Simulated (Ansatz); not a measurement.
## Two runs on C3H3Cl3

System: C3H3Cl3.
Method of run 1: RKS LDA/def2-SVP (Ansatz 0.2.0).

Text and figures count atoms from 1; the logs count them from 0 in places.

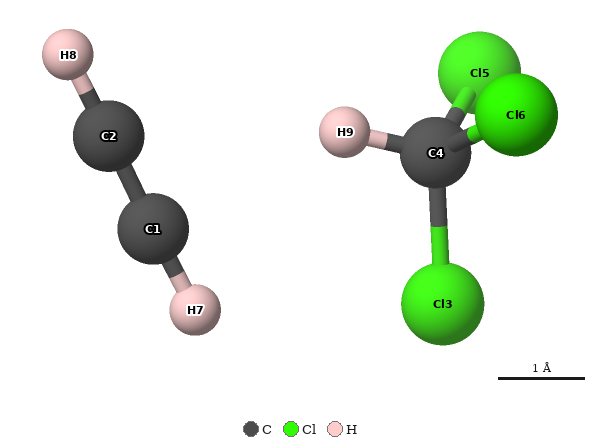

The starting structure (ball-and-stick view, seen at a tilt; atoms are numbered from 1 in the order of the input). Bond lengths as drawn: C–C 1.22 Å, C–Cl 1.78 to 1.79 Å and C–H 1.08 to 1.11 Å.

## The input, run 1
```yaml
crystal:
  periodic: [false, false, false]
  atoms:
    - { symbol: C, position_ang: [1.80655378, -2.55523669, 0.07425231] }
    - { symbol: C, position_ang: [2.2712794, -2.50016617, 1.20188118] }
    - { symbol: Cl, position_ang: [-0.48339787, -0.4275142, -1.60436422] }
    - { symbol: C, position_ang: [-0.15213674, 0.25788095, 0.01932118] }
    - { symbol: Cl, position_ang: [-1.63346493, 0.30934038, 1.00710373] }
    - { symbol: Cl, position_ang: [0.60935568, 1.86316695, -0.10670229] }
    - { symbol: H, position_ang: [1.37655865, -2.57677815, -0.9192775] }
    - { symbol: H, position_ang: [2.69274501, -2.46761933, 2.19839761] }
    - { symbol: H, position_ang: [0.56435703, -0.42310374, 0.513458] }
basis:
  gaussian: { orbitals: def2-SVP }
hamiltonian:
  xc: lda
relax:
  f_tol: 0.002
  max_steps: 150
```

Launched with:
```bash
ansatz run input.yaml --threads 4 --pin off --max-ram 10240MiB --backend cpu --events-out ev --progress --plain --runs-dir out
```

Hardware: 4 threads of AMD EPYC (Zen 5), 128 GiB of memory available, shared host.

## Output, shortened to warnings, some set-up lines, iterations and results (run 1)
```
[...]
mean field evaluation 1: about -40554.3033 eV, gradient 4.4e1 eV
mean field evaluation 2: about -40549.9643 eV, gradient 6.1e1 eV
mean field evaluation 4: about -40559.7636 eV, gradient 4.1e0 eV
mean field evaluation 8: about -40559.7506 eV, gradient 1.1e-1 eV
relax step   1: F+E_penalty+E_count = -40559.75058120 eV  Δ(F+E_penalty+E_count) = +0.000e0 eV  max|allowed force component| = 4.842e-1 eV/Å  Δτ_max = 0.0000 Å  (25 SCF …
[... 7 lines ...]
relax step   7: F+E_penalty+E_count = -40559.79680509 eV  Δ(F+E_penalty+E_count) = -7.815e-5 eV  max|allowed force component| = 1.728e-3 eV/Å  Δτ_max = 0.0132 Å  (28 SCF …
mean field evaluation 64: about -40559.7968 eV, gradient 1.9e-5 eV
relax step   8: F+E_penalty+E_count = -40559.79683857 eV  Δ(F+E_penalty+E_count) = -3.348e-5 eV  max|allowed force component| = 4.593e-3 eV/Å  Δτ_max = 0.0195 Å  (28 SCF …
relax step   9: F+E_penalty+E_count = -40559.79683883 eV  Δ(F+E_penalty+E_count) = -2.547e-7 eV  max|allowed force component| = 3.377e-3 eV/Å  Δτ_max = 0.0032 Å  (23 SCF …
relax step  10: F+E_penalty+E_count = -40559.79684344 eV  Δ(F+E_penalty+E_count) = -4.611e-6 eV  max|allowed force component| = 5.057e-4 eV/Å  Δτ_max = 0.0019 Å  (23 SCF …
1233 factors; their error is unknown
mean field -40559.79684344 eV, -1490.5450415787 hartree, gradient 7.6e-6 eV, S^2 0.000000; 1 other end points of the search recorded, 0 dependent functions left out
the calculation of the forces begins
reference -40559.79687230 eV, -1490.5450426392 hartree; 36, 36 occupied and 75, 75 virtual orbitals, 1233 factors
Total energy: -40559.79687230 eV, -1490.5450426392 hartree
Atom 0 at     1.717448    -2.400382     0.145613 Å, force     0.000170    -0.000123     0.000273 eV/Å
Atom 1 at     2.290274    -2.500412     1.215604 Å, force    -0.000148     0.000103    -0.000383 eV/Å
Atom 2 at    -0.407559    -0.505942    -1.615976 Å, force    -0.000105     0.000059    -0.000241 eV/Å
Atom 3 at    -0.127007     0.200083    -0.010060 Å, force    -0.000125     0.000022    -0.000263 eV/Å
Atom 4 at    -1.619507     0.260093     0.916560 Å, force     0.000006     0.000095    -0.000004 eV/Å
Atom 5 at     0.618902     1.785999    -0.145378 Å, force    -0.000028    -0.000119     0.000190 eV/Å
Atom 6 at     1.189840    -2.282427    -0.802196 Å, force     0.000011     0.000162     0.000506 eV/Å
Atom 7 at     2.805416    -2.598487     2.166122 Å, force    -0.000156     0.000133    -0.000240 eV/Å
Atom 8 at     0.584044    -0.478555     0.513780 Å, force     0.000374    -0.000332     0.000163 eV/Å
Dipole moment:     0.154660    -0.125344     0.146376 e Å
```

For run 2 the input was changed thus:
```diff
-  xc: lda
+  xc: pbe
+  dispersion: d4
```

How does run 2 compare with run 1?

The total energies belong to different models, so their difference says nothing on which is more stable or more accurate. The functional changes from LDA to PBE.

## Output, shortened to warnings, some set-up lines, iterations and results (run 2)
```
[...]
mean field evaluation 1: about -40686.3672 eV, gradient 4.2e1 eV
mean field evaluation 2: about -40682.9218 eV, gradient 5.6e1 eV
mean field evaluation 4: about -40691.4013 eV, gradient 3.9e0 eV
mean field evaluation 8: about -40691.3834 eV, gradient 1.1e-1 eV
relax step   1: F+E_penalty+E_count = -40691.62471601 eV  Δ(F+E_penalty+E_count) = +0.000e0 eV  max|allowed force component| = 1.642e-2 eV/Å  Δτ_max = 0.0000 Å  (26 SCF …
[... 5 lines ...]
relax step   5: F+E_penalty+E_count = -40691.62477254 eV  Δ(F+E_penalty+E_count) = -4.229e-6 eV  max|allowed force component| = 3.996e-3 eV/Å  Δτ_max = 0.0032 Å  (23 SCF …
relax step   6: F+E_penalty+E_count = -40691.62478449 eV  Δ(F+E_penalty+E_count) = -1.195e-5 eV  max|allowed force component| = 8.664e-3 eV/Å  Δτ_max = 0.0167 Å  (29 SCF …
relax step   7: F+E_penalty+E_count = -40691.62478667 eV  Δ(F+E_penalty+E_count) = -2.185e-6 eV  max|allowed force component| = 4.002e-3 eV/Å  Δτ_max = 0.0031 Å  (23 SCF …
relax step   8: F+E_penalty+E_count = -40691.62478791 eV  Δ(F+E_penalty+E_count) = -1.231e-6 eV  max|allowed force component| = 1.782e-3 eV/Å  Δτ_max = 0.0018 Å  (23 SCF …
mean field evaluation 64: about -40691.4016 eV, gradient 3.9e0 eV
mean field -40691.38331654 eV, -1495.3807552728 hartree, gradient 6.1e-6 eV, S^2 0.000000; 1 other end points of the search recorded, 0 dependent functions left out
the calculation of the forces begins
reference -40691.38334845 eV, -1495.3807564453 hartree; 36, 36 occupied and 75, 75 virtual orbitals, 1233 factors
Total energy: -40691.62481981 eV, -1495.3896303542 hartree
Atom 0 at     1.798332    -2.561058     0.075722 Å, force    -0.001576    -0.000609    -0.001782 eV/Å
Atom 1 at     2.277670    -2.491432     1.196263 Å, force     0.000490     0.000707     0.001627 eV/Å
Atom 2 at    -0.466878    -0.416794    -1.610575 Å, force     0.000097    -0.000362    -0.000856 eV/Å
Atom 3 at    -0.151833     0.254683     0.022295 Å, force    -0.000771     0.001018     0.000642 eV/Å
Atom 4 at    -1.646899     0.311936     0.988337 Å, force    -0.000204    -0.000085     0.000155 eV/Å
Atom 5 at     0.621008     1.855661    -0.083951 Å, force     0.000178     0.000165    -0.000176 eV/Å
Atom 6 at     1.355939    -2.594305    -0.912185 Å, force     0.000799     0.000220     0.000619 eV/Å
Atom 7 at     2.711141    -2.444268     2.186518 Å, force     0.000261    -0.000310    -0.000396 eV/Å
Atom 8 at     0.553370    -0.434454     0.521644 Å, force     0.000726    -0.000744     0.000165 eV/Å
Dipole moment:     0.175525    -0.164623     0.134272 e Å
```

## The two runs side by side

```tsv
quantity	run 1	run 2
outcome	converged	converged
total energy (hartree)	−1490.545043	−1495.389630
largest force (eV/Å)	0.001	0.002
basis functions	111	111
wall time (shared host)	4 s	4.9 s
```
